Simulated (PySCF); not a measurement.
# CH5AsSi (SMILES C1[SiH2][AsH]1) at revPBE/def2-SVP

Aim: the energy change on altering one bond length of CH5AsSi at revPBE/def2-SVP, from 2 runs. 

Program for the calculation: PySCF 2.14.0.

1 further run of the same task is left out (set aside as unsound or not needed).

## Step 1: The system as given

CH5AsSi has 8 atoms, charge 0, and is taken as a singlet. As SMILES, `C1[SiH2][AsH]1`. The coordinates come from a PBE0-D4/def2-TZVP relaxation.

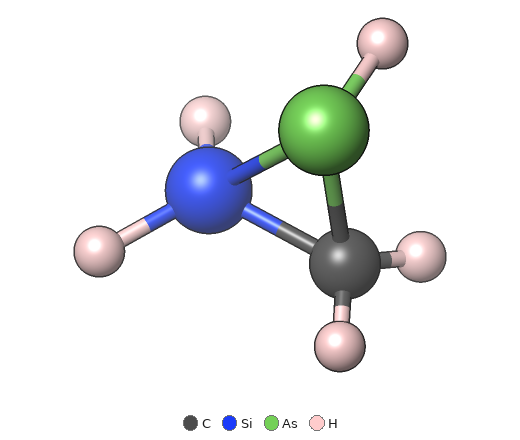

Viewed from a chosen angle; carbon dark grey, silicon blue, arsenic green, hydrogen pink.

## Step 2: The energy at revPBE/def2-SVP

Contents of mol.xyz:

```xyz
8
CH5AsSi
C     -0.770300     0.017900    -0.576000
Si     0.707800     0.663100     0.315700
As    -0.538100    -1.122700     1.107200
H     -0.667200    -0.524000    -1.509300
H     -1.690700     0.591800    -0.522300
H      0.581300     1.973900     0.990500
H      2.040800     0.422300    -0.277100
H      0.428400    -2.079400     0.415600
```

Contents of run.py:

```python
from pyscf import gto, dft

mol = gto.M(
    atom='mol.xyz',
    verbose=4,
    spin=0,
    basis='def2-svp',
    max_memory=1860,
)

mf = dft.RKS(mol)
mf.xc = 'revpbe'
mf.grids.level = 5
mf.conv_tol = 1e-10
mf.kernel()
if not mf.converged:
    mf = mf.newton().run(mf.mo_coeff, mf.mo_occ)

energy = mf.e_tot
print('E(%s) = %.9f' % ('REVPBE', energy))
```

Started as:

```sh
$ OMP_NUM_THREADS=1 python run.py
```

Log:

```text
PySCF version 2.14.0

[INPUT] num. atoms = 8
[INPUT] num. electrons = 58
[INPUT] charge = 0
[INPUT] spin (= nelec alpha-beta = 2S) = 0
[INPUT] symmetry False subgroup None
[INPUT] Mole.unit = angstrom
[INPUT] Symbol           X                Y                Z      unit          X                Y                Z       unit  Magmom
[INPUT]  1 C     -0.770300000000   0.017900000000  -0.576000000000 AA   -1.455656033752   0.033826097630  -1.088482247749 Bohr   0.0
[INPUT]  2 Si     0.707800000000   0.663100000000   0.315700000000 AA    1.337548150967   1.253077393199   0.596586537525 Bohr   0.0
[INPUT]  3 As    -0.538100000000  -1.122700000000   1.107200000000 AA   -1.016861627628  -2.121595520049   2.092304765118 Bohr   0.0
[INPUT]  4 H     -0.667200000000  -0.524000000000  -1.509300000000 AA   -1.260825270310  -0.990216489272  -2.852163639806 Bohr   0.0
[INPUT]  5 H     -1.690700000000   0.591800000000  -0.522300000000 AA   -3.194959958802   1.118339920518  -0.987003954860 Bohr   0.0
[INPUT]  6 H      0.581300000000   1.973900000000   0.990500000000 AA    1.098497796210   3.730130397279   1.871773726382 Bohr   0.0
[INPUT]  7 H      2.040800000000   0.422300000000  -0.277100000000 AA    3.856553075012   0.798031342404  -0.523643109117 Bohr   0.0
[INPUT]  8 H      0.428400000000  -2.079400000000   0.415600000000 AA    0.809558671764  -3.929496503421   0.785370177369 Bohr   0.0

nuclear repulsion = 245.567892021712
number of shells = 41
number of NR pGTOs = 169
number of NR cGTOs = 89
basis = def2-svp
ecp = {}

******** <class 'pyscf.dft.rks.RKS'> ********
method = RKS
initial guess = minao
damping factor = 0
level_shift factor = 0
DIIS = <class 'pyscf.scf.diis.CDIIS'>
diis_start_cycle = 1
diis_space = 8
diis_damp = 0
SCF conv_tol = 1e-10
SCF conv_tol_grad = None
SCF max_cycles = 50
direct_scf = True
direct_scf_tol = 1e-13
XC library pyscf.dft.libxc version 7.0.0
    S. Lehtola, C. Steigemann, M. J.T. Oliveira, and M. A.L. Marques.,  SoftwareX 7, 1–5 (2018)
XC functionals = revpbe
    Y. Zhang and W. Yang.,  Phys. Rev. Lett. 80, 890 (1998)
    J. P. Perdew, K. Burke, and M. Ernzerhof.,  Phys. Rev. Lett. 77, 3865 (1996)
    J. P. Perdew, K. Burke, and M. Ernzerhof.,  Phys. Rev. Lett. 78, 1396 (1997)
radial grids:
    Treutler-Ahlrichs [JCP 102, 346 (1995); DOI:10.1063/1.469408] (M4) radial grids

becke partition: Becke, JCP 88, 2547 (1988); DOI:10.1063/1.454033
pruning grids: <function nwchem_prune>
grids dens level: 5
symmetrized grids: False
atomic radii adjust function: <function treutler_atomic_radii_adjust>
small_rho_cutoff = 0
Set gradient conv threshold to 1e-05
Initial guess from minao.
tot grids = 248968
init E= -2565.13609111741
  HOMO = -0.268584280466019  LUMO = -0.0768314790178906  gap/eV = 5.21786
cycle= 1 E= -2565.76340177203  delta_E= -0.627  |g|= 0.433  |ddm|= 2.85
  HOMO = -0.173536948597302  LUMO = -0.0181458295040478  gap/eV = 4.22841
cycle= 2 E= -2565.63105668648  delta_E= 0.132  |g|= 0.763  |ddm|= 1.27
  HOMO = -0.210464398459905  LUMO = -0.0255590851483567  gap/eV = 5.03153
cycle= 3 E= -2565.80481848574  delta_E= -0.174  |g|= 0.124  |ddm|= 0.954
  HOMO = -0.214587876915877  LUMO = -0.030117470032669  gap/eV = 5.01970
cycle= 4 E= -2565.80955907536  delta_E= -0.00474  |g|= 0.0234  |ddm|= 0.191
  HOMO = -0.21412813634866  LUMO = -0.0310601919734794  gap/eV = 4.98153
cycle= 5 E= -2565.8096647828  delta_E= -0.000106  |g|= 0.0211  |ddm|= 0.083
  HOMO = -0.214683340299619  LUMO = -0.031061320701927  gap/eV = 4.99661
cycle= 6 E= -2565.80983286599  delta_E= -0.000168  |g|= 0.0019  |ddm|= 0.0373
  HOMO = -0.214597104021942  LUMO = -0.0309002097591504  gap/eV = 4.99865
cycle= 7 E= -2565.8098339843  delta_E= -1.12e-06  |g|= 0.000364  |ddm|= 0.00376
  HOMO = -0.214573517058339  LUMO = -0.0308918887044527  gap/eV = 4.99823
cycle= 8 E= -2565.80983403832  delta_E= -5.4e-08  |g|= 0.00014  |ddm|= 0.000856
  HOMO = -0.214571082519237  LUMO = -0.0308923608294225  gap/eV = 4.99815
cycle= 9 E= -2565.80983404625  delta_E= -7.93e-09  |g|= 2.81e-05  |ddm|= 0.000265
  HOMO = -0.214575600199568  LUMO = -0.030895225671653  gap/eV = 4.99820
cycle= 10 E= -2565.80983404654  delta_E= -2.87e-10  |g|= 8.4e-06  |ddm|= 6.3e-05
  HOMO = -0.214574574665047  LUMO = -0.0308943175105654  gap/eV = 4.99819
cycle= 11 E= -2565.80983404655  delta_E= -1.18e-11  |g|= 1.84e-06  |ddm|= 1.47e-05
  HOMO = -0.214574902624606  LUMO = -0.0308946569438877  gap/eV = 4.99819
Extra cycle  E= -2565.80983404656  delta_E= -8.19e-12  |g|= 2.45e-06  |ddm|= 6.99e-06
converged SCF energy = -2565.80983404656
E(REVPBE) = -2565.809834047
```

It took 22 s on 1 thread of Intel Xeon at 2.70GHz, shared host; peak memory 0.46 GiB.

## Step 3: The distorted shape

Contents of input.xyz:

```xyz
8

C     -1.836703     0.210541    -0.101759
Si    -0.358603     0.855741     0.789941
As    -1.604503    -0.930059     1.581441
H     -1.733603    -0.331359    -1.035059
H     -2.757103     0.784441    -0.048059
H     -0.485103     2.166541     1.464741
H      2.040800     0.422300    -0.277100
H     -0.638003    -1.886759     0.889841
```

Contents of run.py:

```python
from pyscf import gto, dft

mol = gto.Mole()
mol.atom = 'input.xyz'
mol.basis = 'def2-svp'
mol.charge = 0
mol.max_memory = 1860
mol.verbose = 3
mol.build()

mf = dft.RKS(mol)
mf.xc = 'revpbe'
mf.grids.level = 5
mf.conv_tol = 1e-10
mf.kernel()
if not mf.converged:
    mf = mf.newton().run(mf.mo_coeff, mf.mo_occ)

e_tot = mf.e_tot
print(f'total energy: {e_tot:.8f} hartree')
```

Started as:

```sh
$ OMP_NUM_THREADS=1 python run.py
```

Log:

```text
converged SCF energy = -2565.70169442338
total energy: -2565.70169442 hartree
```

Wall time 20 s (1 thread of Intel Xeon at 2.70GHz, shared host); peak memory 0.46 GiB.

## Step 4: Summary of results

Level: revPBE/def2-SVP.

```
                                                          quantity           value
                                         first shape: total energy  -2565.80983 Eh
                                        first shape: dipole moment          0.87 D
                                          first shape: HOMO energy        -5.84 eV
                                          first shape: LUMO energy        -0.84 eV
                                        first shape: HOMO–LUMO gap         5.00 eV
                                     distorted shape: total energy  -2565.70169 Eh
                                    distorted shape: dipole moment          1.62 D
                                      distorted shape: HOMO energy        -6.03 eV
                                      distorted shape: LUMO energy        -3.63 eV
                                    distorted shape: HOMO–LUMO gap         2.40 eV
energy change with the Si2–H7 bond stretched from 1.479 to 2.662 Å        2.943 eV
```

**Reading.** One bond (distorted shape) is far stretched, which a spin-restricted single reference describes badly; a broken-symmetry solution may lie lower. With the Si2–H7 bond stretched from 1.479 to 2.662 Å the energy rises by 2.94 eV (68 kcal/mol). The first shape isn't relaxed at this level, so the change isn't measured from a minimum. A restricted reference can't describe the breaking bond well at this length. Mulliken charges (first shape) run from -0.30 on C1 to +0.24 on Si2. Mulliken charges (distorted shape) run from -0.30 on C1 to +0.23 on Si2.
